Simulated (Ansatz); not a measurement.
System: H4Sn···NH3.

```xyz
9

Sn    0.3414    0.0372   -0.0937
H     0.5355   -0.1166    1.6125
H     1.9017    0.0777   -0.8355
H    -0.4936    1.5004   -0.4613
H    -0.5383   -1.3118   -0.7097
N    -2.9373   -0.0543    1.4836
H    -2.8548   -0.7156    0.7005
H    -2.7077    0.8711    1.0988
H    -2.1755   -0.2881    2.1334
```

Core potentials replace the inner electrons of Sn.

The calculation used RKS PBE-D4/def2-SVP (Ansatz 0.2.0).

> Predict the electron density and electron localisation function between the atoms.

Sn1···N6 (3.64 Å): the density falls to about 0.04 e/Å³ on the way; the ELF dips to about 0.05 between them (a non-bonded, intermolecular contact).
N–H (1.03 Å): the density is about 2.7 e/Å³ at the midpoint; the ELF climbs to about 1 towards the hydrogen, as it does in any bond to H: an ordinary covalent bond to hydrogen.
Sn–H (1.73 Å): the density is about 1.1 e/Å³ at the midpoint; the ELF climbs to about 1 towards the hydrogen.

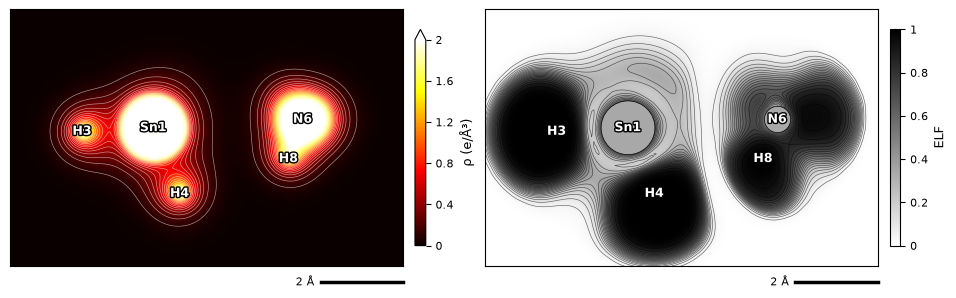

Computed electron density and electron localisation function on the plane of atoms H3, Sn1 and H4, in this order. Grey discs cover the atomic cores in the ELF map. 
